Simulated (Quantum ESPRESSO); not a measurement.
# MnPSe3: which magnetic order is lowest

Does MnPSe3 prefer parallel or opposed moments?

Program: Quantum ESPRESSO 7.5. Level of theory: PBEsol with U = 4 eV on Mn d (ortho-atomic projectors); plane waves with GBRV 1.5 PBEsol potentials, no spin-orbit coupling. Results are calculated unless marked as measured.

**Measured values to reproduce.**

For MnPSe3, layered rhombohedral (polycrystalline, solid-state reaction, 15 K), “Local spin structure in the layered van der Waals materials MnPSxSe3-x” (2024, arxiv:2404.02328) gives, by neutron magnetic PDF: moment (ordered moment per Mn) 4.666 ± 0.149 μB [moment from magnetic PDF fit on powder].

**1. The starting structure**

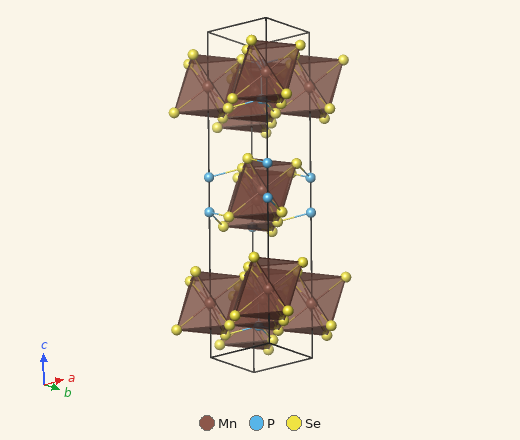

Start, viewed slightly off an axis; manganese brown, phosphorus blue, selenium yellow. This picture shows the conventional cell, with its axes. Some periodic images of atoms are drawn too.

The cell comes from Materials Project 2023-11-01, a database of computed structures, and need not be the stable phase.

**2. Start 1: ferro ++**

The signs are those of the starting moments on the seeded atoms, the atoms that are given a moment.

pw.in

```
&CONTROL
  calculation = 'scf'
  prefix = 'pwscf'
  outdir = './tmp'
  pseudo_dir = './pseudo'
  disk_io = 'nowf'
/
&SYSTEM
  ibrav = 0
  celldm(1) = 8
  nat = 10
  ntyp = 3
  ecutwfc = 40
  ecutrho = 280
  nbnd = 56
  occupations = 'smearing'
  smearing = 'fd'
  degauss = 0.00367493
  nspin = 2
  starting_magnetization(1) = 0.3
  starting_magnetization(2) = 0
  starting_magnetization(3) = 0
/
&ELECTRONS
  conv_thr = 2d-08
  electron_maxstep = 150
  mixing_beta = 0.3
/
ATOMIC_SPECIES
Mn     54.9380 mn_pbesol_v1.5.uspp.F.UPF
P      30.9738 p_pbesol_v1.5.uspp.F.UPF
Se     78.9710 se_pbesol_v1.uspp.F.UPF
CELL_PARAMETERS alat
   0.7558385856790    0.4363836109003    1.6311873965189
  -0.7558385856790    0.4363836109003    1.6311873965189
   0.0000000000000   -0.8727672218006    1.6311873965189
ATOMIC_POSITIONS crystal
Mn      0.8323828600    0.8323828600    0.8323828600
Mn      0.1676171400    0.1676171400    0.1676171400
P       0.5535793900    0.5535793900    0.5535793900
P       0.4464206100    0.4464206100    0.4464206100
Se      0.4151439300    0.7494138000    0.0889330100
Se      0.0889330100    0.4151439300    0.7494138000
Se      0.7494138000    0.0889330100    0.4151439300
Se      0.5848560700    0.2505862000    0.9110669900
Se      0.9110669900    0.5848560700    0.2505862000
Se      0.2505862000    0.9110669900    0.5848560700
K_POINTS automatic
4 4 4 0 0 0
HUBBARD {ortho-atomic}
U Mn-3d 4.0000
```

The run is started by

```sh
$ OMP_NUM_THREADS=1 mpirun -n 4 pw.x -nk 4 -in pw.in > pw.out
```

Log:

```text
Program PWSCF v.7.5 starts

     Message from routine setup:
     using ibrav=0 with symmetry is DISCOURAGED, use correct ibrav instead

     K-points division:     npool     =       4
     Subspace diagonalization in iterative solution of the eigenvalue problem:

     G-vector sticks info
     --------------------
     sticks:   dense  smooth     PW     G-vecs:    dense   smooth      PW
     Sum        3655    2079    593               130893    56513    8723

     Using Slab Decomposition

     bravais-lattice index     =            0
     lattice parameter (alat)  =       8.0000  a.u.
     unit-cell volume          =    1652.8086 (a.u.)^3
     number of atoms/cell      =           10
     number of atomic types    =            3
     number of electrons       =        76.00
     number of Kohn-Sham states=           56
     kinetic-energy cutoff     =      40.0000  Ry
     charge density cutoff     =     280.0000  Ry
     scf convergence threshold =      2.0E-08
     mixing beta               =       0.3000
     number of iterations used =            8  plain     mixing
     Exchange-correlation= SLA  PW   PSX  PSC
                           (   1   4  10   8   0   0   0)
     Hubbard projectors: ortho-atomic
     Hubbard parameters of DFT+U (Dudarev formulation) in eV:
     U(Mn-3d) =  4.0000

     Internal variables: lda_plus_u =T, lda_plus_u_kind = 0

     Internal variables: orbital_resolved =F, hub_pot_fix =F, apply_U = F

     celldm(1)=   8.000000  celldm(2)=   0.000000  celldm(3)=   0.000000
     celldm(4)=   0.000000  celldm(5)=   0.000000  celldm(6)=   0.000000

     crystal axes: (cart. coord. in units of alat)
               a(1) = (   0.755839   0.436384   1.631187 )
               a(2) = (  -0.755839   0.436384   1.631187 )
               a(3) = (   0.000000  -0.872767   1.631187 )

     reciprocal axes: (cart. coord. in units 2 pi/alat)
               b(1) = (  0.661517  0.381927  0.204350 )
               b(2) = ( -0.661517  0.381927  0.204350 )
               b(3) = (  0.000000 -0.763854  0.204350 )

     PseudoPot. # 1 for Mn read from file:
     mn_pbesol_v1.5.uspp.F.UPF
     Pseudo is Ultrasoft + core correction, Zval = 15.0
     Generated by new atomic code, or converted to UPF format
     Using radial grid of  859 points,  6 beta functions with:
                l(1) =   0
                l(2) =   0
                l(3) =   1
                l(4) =   1
                l(5) =   2
                l(6) =   2
     Q(r) pseudized with  8 coefficients,  rinner =    0.950   0.950   0.950
                                                       0.950   0.950

     PseudoPot. # 2 for P  read from file:
     p_pbesol_v1.5.uspp.F.UPF
     Pseudo is Ultrasoft + core correction, Zval =  5.0
     Generated by new atomic code, or converted to UPF format
     Using radial grid of  903 points,  6 beta functions with:
                l(1) =   0
                l(2) =   0
                l(3) =   1
                l(4) =   1
                l(5) =   2
                l(6) =   2
     Q(r) pseudized with  8 coefficients,  rinner =    1.300   1.300   1.300
                                                       1.300   1.300

     PseudoPot. # 3 for Se read from file:
     se_pbesol_v1.uspp.F.UPF
     Pseudo is Ultrasoft + core correction, Zval =  6.0
     Generated by new atomic code, or converted to UPF format
     Using radial grid of  877 points,  6 beta functions with:
                l(1) =   0
                l(2) =   0
                l(3) =   1
                l(4) =   1
                l(5) =   2
                l(6) =   2
     Q(r) pseudized with  8 coefficients,  rinner =    1.300   1.300   1.300
                                                       1.300   1.300

     atomic species   valence    mass     pseudopotential
     Mn               15.00    54.93800     Mn( 1.00)
     P                 5.00    30.97380     P ( 1.00)
     Se                6.00    78.97100     Se( 1.00)

     Starting magnetic structure
     atomic species   magnetization
     Mn              0.300
     P               0.000
     Se              0.000

      6 Sym. Ops., with inversion, found

   Cartesian axes

     site n.     atom                  positions (alat units)
         1        Mn     tau(   1) = (  -0.0000000  -0.0000000   4.0733173  )
         2        Mn     tau(   2) = (   0.0000000   0.0000000   0.8202449  )
         3        P      tau(   3) = (  -0.0000000  -0.0000000   2.7089752  )
         4        P      tau(   4) = (   0.0000000   0.0000000   2.1845870  )
         5        Se     tau(   5) = (  -0.2526541   0.4305761   2.0446783  )
         6        Se     tau(   6) = (  -0.2465628  -0.4340929   2.0446783  )
         7        Se     tau(   7) = (   0.4992169   0.0035168   2.0446783  )
         8        Se     tau(   8) = (   0.2526541  -0.4305761   2.8488839  )
         9        Se     tau(   9) = (   0.2465628   0.4340929   2.8488839  )
        10        Se     tau(  10) = (  -0.4992169  -0.0035168   2.8488839  )

     number of k points=    14  Fermi-Dirac smearing, width (Ry)=  0.0037
                       cart. coord. in units 2pi/alat
        k(    1) = (   0.0000000   0.0000000   0.0000000), wk =   0.0156250
        k(    2) = (   0.0000000  -0.1909635   0.0510875), wk =   0.0937500
        k(    3) = (   0.0000000   0.3819270  -0.1021751), wk =   0.0468750
        k(    4) = (  -0.1653792  -0.0954817   0.1021751), wk =   0.0937500
        k(    5) = (  -0.1653792   0.4774087  -0.0510875), wk =   0.0937500
        [... 9 further k-points ...]

     Dense  grid:   130893 G-vectors     FFT dimensions: (  80,  80,  80)

     Smooth grid:    56513 G-vectors     FFT dimensions: (  60,  60,  60)

     Check: negative core charge=   -0.000012
     Generating pointlists ...
     new r_m :   0.2665 (alat units)  2.1318 (a.u.) for type    1
     new r_m :   0.2139 (alat units)  1.7109 (a.u.) for type    2
     new r_m :   0.2139 (alat units)  1.7109 (a.u.) for type    3

     Initial potential from superposition of free atoms

     starting charge      74.9991, renormalised to      76.0000

     STARTING HUBBARD OCCUPATIONS:

     =================== HUBBARD OCCUPATIONS ===================
     ------------------------ ATOM    1 ------------------------
     Tr[ns(  1)] (up, down, total) =   5.00000  0.00000  5.00000
     Atomic magnetic moment for atom   1 =   5.00000
     [... lines left out ...]
     ------------------------ ATOM    2 ------------------------
     Tr[ns(  2)] (up, down, total) =   5.00000  0.00000  5.00000
     Atomic magnetic moment for atom   2 =   5.00000
     [... lines left out ...]
     Number of occupied Hubbard levels =   10.0000

     Atomic wfc used for Hubbard projectors are orthogonalized

     Starting wfcs are   58 randomized atomic wfcs

     Self-consistent Calculation

     iteration #  1     ecut=    40.00 Ry     beta= 0.30
     Davidson diagonalization with overlap
     ethr =  1.00E-02,  avg # of iterations =  4.6

     =================== HUBBARD OCCUPATIONS ===================
     ------------------------ ATOM    1 ------------------------
     Tr[ns(  1)] (up, down, total) =   4.95372  0.21932  5.17304
     Atomic magnetic moment for atom   1 =   4.73440
     [... lines left out ...]
     ------------------------ ATOM    2 ------------------------
     Tr[ns(  2)] (up, down, total) =   4.95372  0.21932  5.17304
     Atomic magnetic moment for atom   2 =   4.73440
     [... lines left out ...]
     Number of occupied Hubbard levels =   10.3461

     Threshold (ethr) on eigenvalues was too large:
     Diagonalizing with lowered threshold

     Davidson diagonalization with overlap
     ethr =  4.89E-04,  avg # of iterations =  2.5

     total energy              =    -712.91976324 Ry
     estimated scf accuracy    <       0.37981594 Ry

     total magnetization       =    10.00 Bohr mag/cell
     absolute magnetization    =    10.00 Bohr mag/cell

     iteration #  2     ecut=    40.00 Ry     beta= 0.30
     Davidson diagonalization with overlap
     ethr =  5.00E-04,  avg # of iterations =  2.8

     total energy              =    -712.96479455 Ry
     estimated scf accuracy    <       0.07643206 Ry

     total magnetization       =    10.00 Bohr mag/cell
     absolute magnetization    =    10.00 Bohr mag/cell

     iteration #  3     ecut=    40.00 Ry     beta= 0.30
     Davidson diagonalization with overlap
     ethr =  1.01E-04,  avg # of iterations =  6.1

     total energy              =    -712.97495078 Ry
     estimated scf accuracy    <       0.02485378 Ry

     total magnetization       =    10.00 Bohr mag/cell
     absolute magnetization    =    10.00 Bohr mag/cell

     [... further iterations left out ...]

     iteration #  8     ecut=    40.00 Ry     beta= 0.30
     Davidson diagonalization with overlap
     ethr =  1.31E-08,  avg # of iterations =  5.2

     negative rho (up, down):  0.000E+00 3.895E-04

     total energy              =    -712.97896774 Ry
     estimated scf accuracy    <       0.00000120 Ry

     total magnetization       =    10.00 Bohr mag/cell
     absolute magnetization    =    10.02 Bohr mag/cell

     iteration #  9     ecut=    40.00 Ry     beta= 0.30
     Davidson diagonalization with overlap
     ethr =  1.58E-09,  avg # of iterations =  4.4

     negative rho (up, down):  0.000E+00 3.902E-04

     total energy              =    -712.97896873 Ry
     estimated scf accuracy    <       0.00000010 Ry

     total magnetization       =    10.00 Bohr mag/cell
     absolute magnetization    =    10.02 Bohr mag/cell

     iteration # 10     ecut=    40.00 Ry     beta= 0.30
     Davidson diagonalization with overlap
     ethr =  1.37E-10,  avg # of iterations =  5.4

     negative rho (up, down):  0.000E+00 3.893E-04

     total energy              =    -712.97896888 Ry
     estimated scf accuracy    <       0.00000004 Ry

     total magnetization       =    10.00 Bohr mag/cell
     absolute magnetization    =    10.02 Bohr mag/cell

     iteration # 11     ecut=    40.00 Ry     beta= 0.30
     Davidson diagonalization with overlap
     ethr =  5.64E-11,  avg # of iterations =  2.5

     negative rho (up, down):  0.000E+00 3.885E-04

     Magnetic moment per site  (integrated on atomic sphere of radius R)
     atom   1 (R=0.266)  charge= 13.3303  magn=  4.5139
     atom   2 (R=0.266)  charge= 13.3303  magn=  4.5139
     atom   3 (R=0.214)  charge=  2.4231  magn=  0.0232
     atom   4 (R=0.214)  charge=  2.4231  magn=  0.0232
     atom   5 (R=0.214)  charge=  2.8554  magn=  0.0196
     atom   6 (R=0.214)  charge=  2.8554  magn=  0.0196
     atom   7 (R=0.214)  charge=  2.8554  magn=  0.0196
     atom   8 (R=0.214)  charge=  2.8554  magn=  0.0196
     atom   9 (R=0.214)  charge=  2.8554  magn=  0.0196
     atom  10 (R=0.214)  charge=  2.8554  magn=  0.0196

     End of self-consistent calculation

     =================== HUBBARD OCCUPATIONS ===================
     ------------------------ ATOM    1 ------------------------
     Tr[ns(  1)] (up, down, total) =   4.97299  0.28403  5.25703
     Atomic magnetic moment for atom   1 =   4.68896
     [... lines left out ...]
     ------------------------ ATOM    2 ------------------------
     Tr[ns(  2)] (up, down, total) =   4.97299  0.28403  5.25703
     Atomic magnetic moment for atom   2 =   4.68896
     [... lines left out ...]
     Number of occupied Hubbard levels =   10.5141

     [... lines left out ...]
     the Fermi energy is     6.2313 ev

!    total energy              =    -712.97896894 Ry
     estimated scf accuracy    <          1.4E-09 Ry
     smearing contrib. (-TS)   =      -0.00000008 Ry
     internal energy E=F+TS    =    -712.97896886 Ry

     The total energy is F=E-TS. E is the sum of the following terms:
     one-electron contribution =    -419.01492109 Ry
     hartree contribution      =     234.72973077 Ry
     xc contribution           =    -241.14171118 Ry
     ewald contribution        =    -287.63543628 Ry
     Hubbard energy            =       0.08336892 Ry

     total magnetization       =    10.00 Bohr mag/cell
     absolute magnetization    =    10.02 Bohr mag/cell

     convergence has been achieved in  11 iterations

=------------------------------------------------------------------------------=
   JOB DONE.
=------------------------------------------------------------------------------=
```

Run time: 100 s. Hardware: 4 MPI ranks of Arm Neoverse V2, shared host; peak memory 1.3 GiB.

Spin moment in the atom's sphere by atom:

```tsv
atom	spin moment in the atom's sphere (μB)
Mn1	4.51
Mn2	4.51
P3	0.02
P4	0.02
Se5	0.02
Se6	0.02
Se7	0.02
Se8	0.02
Se9	0.02
Se10	0.02
```

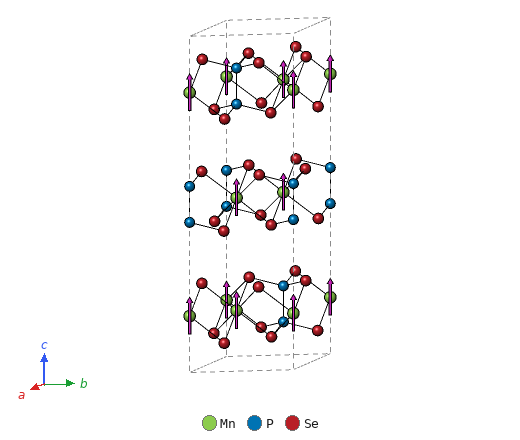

Spin moment in the atom's sphere as arrows, the longest 4.51 μB. Up and down stand for the sign. Arrows give size and sign along the axis of quantisation, drawn up and down the page. Some periodic images of atoms are drawn too.

Numbers from this step:

```yaml
smearing_term_ts: 1.02e-6 eV
magnetization: 10 μB
absolute_magnetization: 10.02 μB
final_state: ferromagnetic
```

(Part 1 of 2 ends here.)

[Logs and program files are shortened in this print: banners, set-up blocks, solver, clock and traceback lines can be left out without a mark of their own.]

[Logs are printed without paths, hosts, clocks, repeated set-up lines and the standing remarks that a program may print on its own settings, such as how far it seeks lower states.]

[Hosts, paths, dates, database ids (printed as entryN), source tags and the programs' standing remarks are cut or masked in the printed files.]

[Where a cell is said to come from a database of computed structures, the database is the Materials Project.]
